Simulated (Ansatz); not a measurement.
```xyz
6

Al    0.0049    0.1043    0.2779
Cl   -0.0109    0.8195    2.2580
F     1.4495   -0.0039   -0.5710
F    -1.4352   -0.0855   -0.5647
H     0.0707   -2.1473    0.4456
H     0.0649   -1.9528    1.1891
```

Theory: RKS B3LYP/cc-pVDZ (Ansatz 0.2.0).

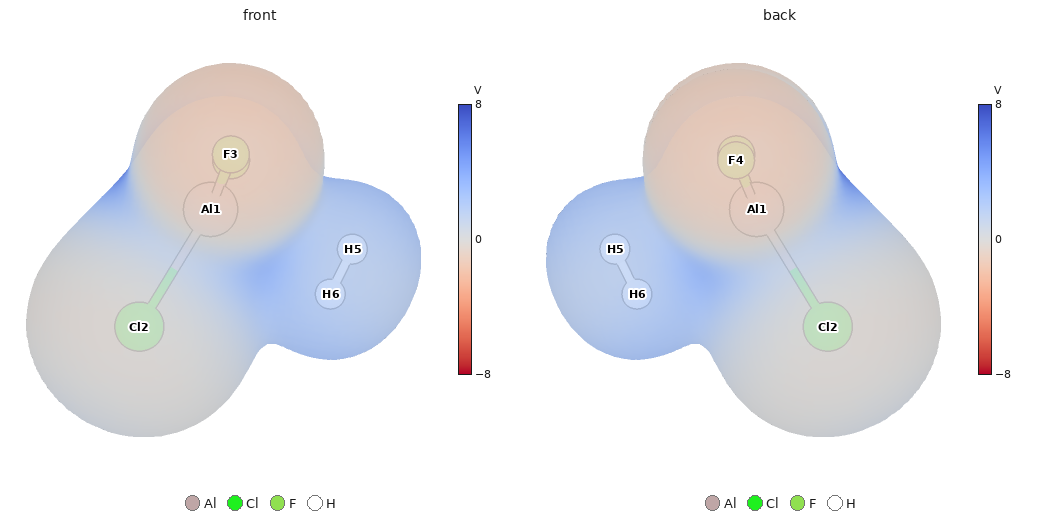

AlClF2···H2. The molecular electrostatic potential painted on the density surface at 0.004 e/bohr³, seen from the front and from behind; the colour scale runs from red (negative) to blue (positive).

> Where is the surface potential most negative and most positive?

The most negative region (about −1.3 V, or −30 kcal/mol for a unit charge) lies over F3 and F4, the most positive (about +5.8 V, or +134 kcal/mol for a unit charge) over Al1. Cl2 shows a σ-hole: about +0.4 V, or +9 kcal/mol for a unit charge at the tip opposite its bond, against about 0.0 V on its flanks.
